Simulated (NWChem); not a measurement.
# doublet [BF2]2+ at 4 levels

Aim: a comparison of 4 runs (UHF/3-21G, UPBE/cc-pVTZ, UB3LYP/6-31G*, UM06-2X/cc-pVTZ) of doublet [BF2]2+. 

The results are computed with NWChem 7.3.0.

2 further runs of the same task are left out: 1 that didn't finish, 1 set aside as unsound or not needed.

## 1. The molecule

[BF2]2+ has 3 atoms, charge +2, and is taken as a doublet. SMILES of the parent species: `F[B+]F`. The shape is that of a PBE0-D4/def2-TZVP optimisation. That shape belongs to the parent species and isn't relaxed for this state.

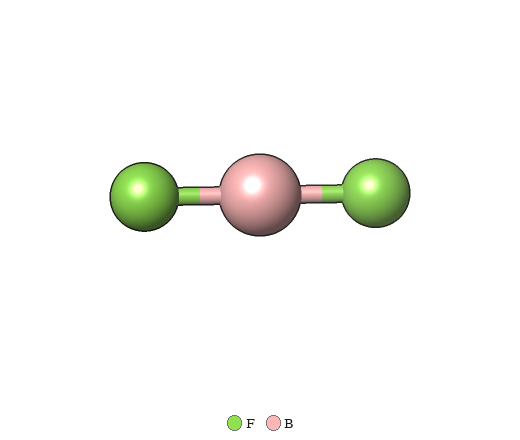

Viewed from a chosen angle; fluorine green, boron pink.

## 2. The energy at UHF/3-21G (run 1)

sp.nw

```
start sp
title "BF2"
memory stack 880 mb heap 220 mb global 1100 mb
charge 2
geometry noautosym nocenter noautoz
   F     0.329710    1.140520    0.307700
   B     0.000000    0.000000    0.000000
   F    -0.329720   -1.140520   -0.307700
end
basis spherical bse
   F library 3-21G
   B library 3-21G
end
scf
   nopen 1
   uhf
   thresh 1e-08
   maxiter 80
end
task scf energy
```

Launch:

```console
$ nwchem sp.nw > sp.out
```

The log of the run:

```text
[...]
  functions       =    27
[...]
  wavefunction    = UHF
[...]
         Total SCF energy =   -221.135255746169
      One electron energy =   -402.526281813154
      Two electron energy =    125.084052701406
 Nuclear repulsion energy =     56.306973365580
                       Sz =      0.5000
                 Sz(Sz+1) =      0.7500
                      S^2 =      0.7649
[...]
```

Run time: 1.3 s. Hardware: 1 thread of Intel Xeon 6975P-C (Granite Rapids), shared host; peak memory 0.096 GiB.

## 3. A single-point energy at UPBE/cc-pVTZ (run 2)

bf2.xyz

```xyz
3
BF2
F      0.329710     1.140520     0.307700
B      0.000000     0.000000     0.000000
F     -0.329720    -1.140520    -0.307700
```

run.py

```python
from ase.io import read
from ase.calculators.nwchem import NWChem

molecule = read('bf2.xyz')

calc = NWChem(
    label='bf2',
    theory='dft',
    memory='2200 mb',
    basis='cc-pVTZ',
    basispar='spherical bse',
    charge=2,
    dft={'xc': 'xpbe96 cpbe96', 'mult': '2', 'grid': 'fine', 'convergence': 'energy 1e-08', 'iterations': '100', 'mulliken': None, 'print': 'low'},
    task='energy',
)
molecule.calc = calc

print(f"energy = {molecule.get_potential_energy():.6f} eV")
```

Launch:

```console
$ export ASE_NWCHEM_COMMAND="nwchem PREFIX.nwi > PREFIX.nwo"
$ python run.py
```

The log of the run:

```text
energy = -6072.786883 eV
```

The calculator wrote bf2.nwi:

```
title "bf2"

permanent_dir bf2

scratch_dir bf2

start bf2

geometry units angstrom nocenter noautosym noautoz
  F  3.2971000000000000e-01 1.1405200000000000e+00 3.0769999999999997e-01
  B  0.0000000000000000e+00 0.0000000000000000e+00 0.0000000000000000e+00
  F  -3.2972000000000001e-01 -1.1405200000000000e+00 -3.0769999999999997e-01
end

charge 2

memory 2200 mb

basis spherical bse noprint
   * library cc-pVTZ
end

dft
  xc xpbe96 cpbe96
  mult 2
  grid fine
  convergence energy 1e-08
  iterations 100
  mulliken
  print low
end

task dft energy
```

bf2.nwo:

```text
Northwest Computational Chemistry Package (NWChem) 7.3.0
             --------------------------------------------------------

           Job information
           ---------------

    nwchem branch   = 7.3.0
    use scalapack   = T
    input           = bf2.nwi
    prefix          = bf2.
    data base       = bf2/bf2.db
    status          = startup
    nproc           =        1

           Memory information
           ------------------

    heap     =     72089596 doubles =      550.0 Mbytes
    stack    =     72089601 doubles =      550.0 Mbytes
    global   =    144179200 doubles =     1100.0 Mbytes (distinct from heap & stack)
    total    =    288358397 doubles =     2200.0 Mbytes
    verify   = yes
    hardfail = no

[... 34 lines left out ...]
            Nuclear Dipole moment (a.u.)
[... 69 lines left out ...]
   convergence    iter        energy       DeltaE   RMS-Dens  Diis-err    time
[... 13 lines left out ...]
         Total DFT energy =     -223.170803489015
      One electron energy =     -405.266025236403
           Coulomb energy =      149.784425109149
    Exchange-Corr. energy =      -23.996176727340
 Nuclear repulsion energy =       56.306973365580
[... 35 lines left out ...]
     ------------------------------------------
      Spin Density - Lowdin Population Analysis
     ------------------------------------------

    Atom       Charge   Shell Charges
 -----------   ------   -------------------------------------------------------
    1 F    9     0.48  -0.00  0.00  0.00 -0.00  0.19  0.23  0.06  0.00 -0.00 -0.00
    2 B    5     0.04  -0.00 -0.00 -0.01 -0.00 -0.03 -0.03 -0.01  0.04  0.07  0.01
    3 F    9     0.48  -0.00  0.00  0.00 -0.00  0.19  0.23  0.06  0.00 -0.00 -0.00

     --------------------------
     Expectation value of S2:
     --------------------------
      <S2> =      0.7559 (Exact =     0.7500)

 Task  times  cpu:       12.5s     wall:       12.5s
 Total times  cpu:       12.6s     wall:       12.6s
```

It took 14 s on 1 thread of Intel Xeon 6975P-C (Granite Rapids), shared host; peak memory 0.12 GiB.

Run 3 isn't shown in full; the table further down has it.

## 4. The energy at UM06-2X/cc-pVTZ (run 4)

Changes to bf2.xyz since step 3:

```diff
@@ -1,3 +1,3 @@
 3
-BF2
+BF2 energy
 F      0.329710     1.140520     0.307700
```

run.py

```python
from ase.io import read
from ase.calculators.nwchem import NWChem

atoms = read('bf2.xyz')

calc = NWChem(
    label='bf2',
    theory='dft',
    memory='2200 mb',
    basis='cc-pVTZ',
    basispar='spherical bse',
    charge=2,
    dft={'xc': 'm06-2x', 'mult': '2', 'grid': 'fine', 'convergence': 'energy 1e-08', 'iterations': '100', 'mulliken': None},
    task='energy',
)
atoms.calc = calc

e = atoms.get_potential_energy()
print(f"E = {e:.6f} eV")
```

Launch:

```console
$ export ASE_NWCHEM_COMMAND="nwchem PREFIX.nwi > PREFIX.nwo"
$ python run.py
```

The log of the run:

```text
E = -6076.077600 eV
```

The calculator wrote bf2.nwi:

```
title "bf2"

permanent_dir bf2

scratch_dir bf2

start bf2

geometry units angstrom nocenter noautosym noautoz
  F  3.2971000000000000e-01 1.1405200000000000e+00 3.0769999999999997e-01
  B  0.0000000000000000e+00 0.0000000000000000e+00 0.0000000000000000e+00
  F  -3.2972000000000001e-01 -1.1405200000000000e+00 -3.0769999999999997e-01
end

charge 2

memory 2200 mb

basis spherical bse noprint
   * library cc-pVTZ
end

dft
  xc m06-2x
  mult 2
  grid fine
  convergence energy 1e-08
  iterations 100
  mulliken
end

task dft energy
```

bf2.nwo:

```text
Northwest Computational Chemistry Package (NWChem) 7.3.0
             --------------------------------------------------------

           Job information
           ---------------

    nwchem branch   = 7.3.0
    use scalapack   = T
    input           = bf2.nwi
    prefix          = bf2.
    data base       = bf2/bf2.db
    status          = startup
    nproc           =        1

           Memory information
           ------------------

    heap     =     72089596 doubles =      550.0 Mbytes
    stack    =     72089601 doubles =      550.0 Mbytes
    global   =    144179200 doubles =     1100.0 Mbytes (distinct from heap & stack)
    total    =    288358397 doubles =     2200.0 Mbytes
    verify   = yes
    hardfail = no

[... 85 lines left out ...]
  convergence criterion.
[... 17 lines left out ...]
          Convergence on gradient requested:  5.00D-04
[... 23 lines left out ...]
          Convergence aids based upon iterative change in
[... 30 lines left out ...]
 1-e energy   =    -385.002057
[... 49 lines left out ...]
         Total DFT energy =     -223.291735104658
[... 2 lines left out ...]
    Exchange-Corr. energy =      -24.138349280783
[... 650 lines left out ...]
                     DFT Final Beta Molecular Orbital Analysis
[... 730 lines left out ...]
 center of mass
 --------------
 x =  -0.00000733 y =   0.00000000 z =   0.00000000

 moments of inertia (a.u.)
 ------------------
         189.349295100674         -51.025386752013         -13.766099238588
         -51.025386752013          27.597961547179         -47.618432596619
         -13.766099238588         -47.618432596619         191.253377171861

     Multipole analysis of the density
     ---------------------------------

     L   x y z        total         alpha         beta         nuclear
     -   - - -        -----         -----         ----         -------
     0   0 0 0      2.000000    -11.000000    -10.000000     23.000000

     1   1 0 0     -0.000010      0.000091      0.000069     -0.000170
[... 8 lines of this table left out ...]
     2   0 0 2     -7.079574     -6.874458     -6.291021      6.085905

 Task  times  cpu:       10.7s     wall:       10.7s
 Total times  cpu:       10.7s     wall:       10.7s
```

Wall time 12 s (1 thread of Intel Xeon 6975P-C (Granite Rapids), shared host); peak memory 0.12 GiB.

## 5. All runs side by side

| run | level | iteration cap | module | energy (Eh) | HOMO energy (eV) | LUMO energy (eV) | ⟨S²⟩ | wall time |
| --- | --- | --- | --- | --- | --- | --- | --- | --- |
| 1 | UHF/3-21G | 80 | scf | -221.135256 | -36.31 | -23.68 | 0.765 | 1.3 s |
| 2 | UPBE/cc-pVTZ | 100 | dft | -223.170803 | – | – | 0.756 | 14 s |
| 3 | UB3LYP/6-31G* (spherical functions) | 100 | dft | -223.287766 | -32.94 | -30.06 | 0.766 | 6.3 s |
| 4 | UM06-2X/cc-pVTZ | 100 | dft | -223.291735 | -34.10 | -28.73 | 0.782 | 12 s |

## 6. Outcome

| quantity | value |
| --- | --- |
| run 4: total energy | -223.29174 Eh |
| run 4: HOMO energy (highest over α and β) | -34.10 eV |
| run 4: LUMO energy (lowest over α and β) | -28.73 eV |
| run 4: ⟨S²⟩ | 0.782 |

**Reading.** Totals of different functionals can't be ranked against each other. All runs together took 33 s, the longest 14 s.
